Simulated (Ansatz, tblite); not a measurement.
**(H2In-mu-Cl)2 (In2H4Cl2): a ladder of methods and basis sets**

How do method and basis change the picture of (H2In-mu-Cl)2 (In2H4Cl2) (singlet)?

Method: as each input shows; program: Ansatz 0.2.0, Gaussian basis.

Plan: GFN1-xTB, GFN2-xTB, PBE-D4/def2-TZVP, r2SCAN-D4/def2-TZVP, PBE-QIDH/def2-TZVP, HF/def2-TZVP, B3LYP-D4/def2-TZVP, LDA/def2-TZVP, revPBE-D4/def2-TZVP, r2SCANh-D4/def2-TZVP, B2PLYP/def2-TZVP, PBE-D4/def2-SVP, PBE0-D4/def2-SVP, CCSD(T)/def2-SVP, MP2/def2-TZVP, RPA/def2-TZVP.

1 further run of the same task is left out (set aside as unsound or not needed).

## Step 1: The structure

The singlet was relaxed beforehand with PBE0-D4/def2-SVP.

8 atoms, charge 0, spin multiplicity 1.

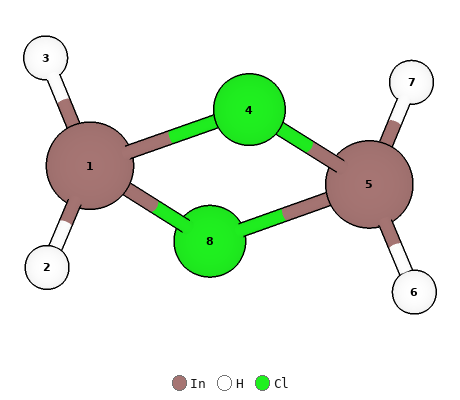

The geometry (indium brown, hydrogen white, chlorine green); atoms are numbered from 1 in the order of the file.

In takes a core potential in the def2 sets. No spin-orbit coupling is included.

PBE0-D4/def2-TZVP was run before; its log isn't repeated, and its numbers join the tables.

## Step 2: GFN1-xTB

Tight binding, by tblite at 300 K electronic temperature and without a spin-polarisation term:

```python
tblite.interface.Calculator('GFN1-xTB', numbers, positions, charge=0, uhf=0).singlepoint()
```

Energy -376.7701 eV, HOMO -11.63 eV, LUMO -5.95 eV; 0.009 s.

## Step 3: GFN2-xTB

Tight binding, by tblite at 300 K electronic temperature and without a spin-polarisation term:

```python
tblite.interface.Calculator('GFN2-xTB', numbers, positions, charge=0, uhf=0).singlepoint()
```

Energy -372.2350 eV, HOMO -11.76 eV, LUMO -6.87 eV; 0.008 s.

## Step 4: PBE-D4/def2-TZVP

start.molden holds the orbitals of an earlier run on this state, given as this run's starting guess.

in.yaml

```yaml
crystal:
  periodic: [false, false, false]
  atoms:
    - {symbol: In, position_ang: [-0.466515, 0.670218, -1.687608]}
    - {symbol: H, position_ang: [0.129199, 2.259099, -1.876227]}
    - {symbol: H, position_ang: [-1.354901, -0.503086, -2.553182]}
    - {symbol: Cl, position_ang: [1.508690, -0.639829, -0.671129]}
    - {symbol: In, position_ang: [0.466123, -0.670948, 1.687424]}
    - {symbol: H, position_ang: [1.354293, 0.496355, 2.561251]}
    - {symbol: H, position_ang: [-0.132626, -2.259845, 1.866328]}
    - {symbol: Cl, position_ang: [-1.504273, 0.648036, 0.673162]}
basis:
  gaussian: {orbitals: def2-TZVP, initial_orbitals: start.molden}
hamiltonian: {xc: pbe, dispersion: d4}
scf: {omitted_lower_state_checks: [starts]}
output: {forces: true, orbitals: {seedname: orbitals}}
```

Run with:

```console
$ ansatz run in.yaml --threads 4 --pin off --events-out ev --progress --plain --max-ram 3916MiB
```

After this run come: r2SCAN-D4/def2-TZVP; PBE-QIDH/def2-TZVP; HF/def2-TZVP; B3LYP-D4/def2-TZVP; LDA/def2-TZVP; revPBE-D4/def2-TZVP; r2SCANh-D4/def2-TZVP; B2PLYP/def2-TZVP; PBE-D4/def2-SVP; PBE0-D4/def2-SVP; CCSD(T)/def2-SVP; MP2/def2-TZVP; RPA/def2-TZVP.

Before running them: what should the planned runs give, taken together? Wanted: gap in def2-TZVP, named functionals and Hartree-Fock, smallest and largest; correlation energy, CCSD(T)/def2-SVP; correlation energy, MP2/def2-TZVP; binding an atom, CCSD(T)/def2-SVP; PBE0 total energy, smallest basis above largest.

As calculated:

| quantity | value |
| --- | --- |
| gap in def2-TZVP, named functionals and Hartree-Fock, smallest and largest | 4.87 eV (LDA), 12.47 eV (HF) |
| correlation energy, CCSD(T)/def2-SVP | -14.23 eV |
| correlation energy, MP2/def2-TZVP | -25.90 eV |
| binding an atom, CCSD(T)/def2-SVP | 2.209 eV |
| PBE0 total energy, smallest basis above largest | 8.94 eV (def2-SVP, def2-TZVP) |

What this shows: Orbital gaps of the named functionals and Hartree-Fock in def2-TZVP span 4.87 eV (LDA) to 12.47 eV (HF); exact exchange widens it. The functionals in def2-TZVP miss CCSD(T)/def2-SVP by +0.023 (revPBE-D4) to +0.433 eV (LDA) an atom. The yardstick is in a double-zeta basis, so levels in larger sets aren't compared like for like. CCSD(T)/def2-SVP isn't at the basis-set limit; small misses against it rank nothing.
